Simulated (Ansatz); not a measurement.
# BH2 (boron dihydride): methods side by side

BH2 has 3 atoms, charge 0, and is taken as a doublet. SMILES: `[BH2]`. The shape was relaxed beforehand at PBE0/def2-SVP.

```xyz
3

B     0.2695   -0.1705    0.1319
H     0.2942    1.0258    0.2732
H    -0.5637   -0.8553   -0.4051
```

Each level gives the adiabatic electron affinity (to the singlet anion, shapes relaxed at PBE0/def2-SVP, no zero-point term) (eV). The values are calculated.

The electron affinity is E(neutral) − E(anion): positive where the electron is bound.

| level | kind | program | value (eV) | less CCSD(T)/def2-TZVPP |
| --- | --- | --- | --- | --- |
| UPBE/def2-TZVPP | GGA | Ansatz | -0.02 | +0.03 |
| U-r2SCAN/def2-TZVPP | meta-GGA | Ansatz | -0.19 | -0.14 |
| UPBE0-D4/def2-TZVPP | global hybrid | Ansatz | -0.11 | -0.06 |
| UCAM-B3LYP/def2-TZVPP | range-separated hybrid | Ansatz | -0.03 | +0.02 |
| UB2PLYP/def2-TZVPP | double hybrid | Ansatz | -0.14 | -0.09 |
| RPA@PBE/def2-TZVPP | RPA | Ansatz | 0.24 | +0.29 |
| UMP2/def2-TZVPP | perturbation theory | Ansatz | -0.27 | -0.22 |
| UCCSD(T)/def2-TZVPP | coupled cluster or CI | Ansatz | -0.05 | 0.00 |

UCCSD(T)/def2-TZVPP is the highest level here, not the true value. The values span -0.27 to 0.24 eV. Negative values mean that the anion is unbound at that level; they are set by how diffuse the basis is and aren't properties of the molecule.

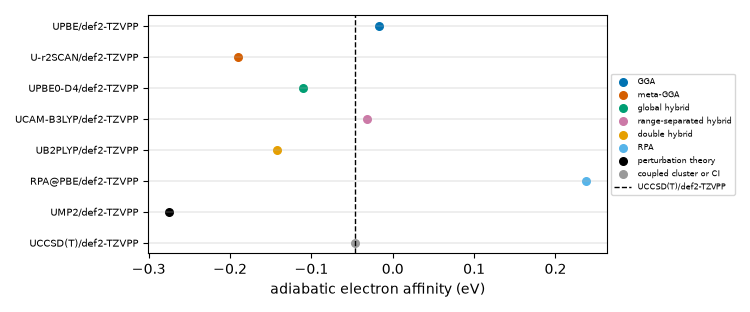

The values of the table, level by level.
